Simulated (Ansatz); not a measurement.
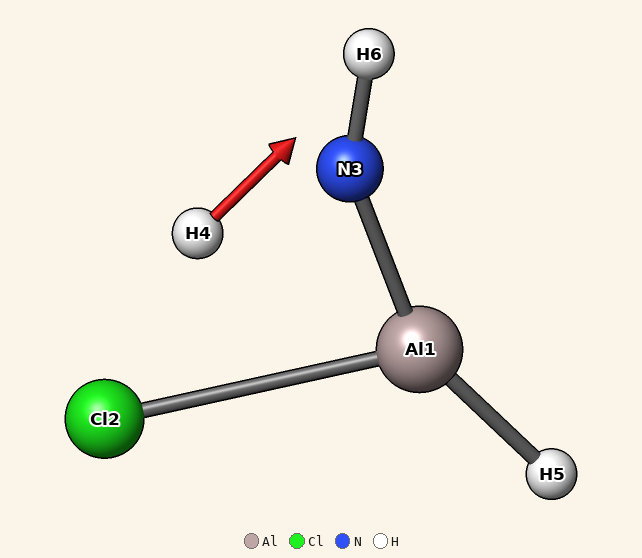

The arrows show one normal mode. Harmonic vibrations computed with RKS PBE0-D4/def2-SVP (Ansatz 0.2.0) at a stationary point of the same level. It is a saddle point of order 1.

Estimate its harmonic wavenumber.

1051i cm⁻¹; it is mode 1 of 12 counted from the lowest.
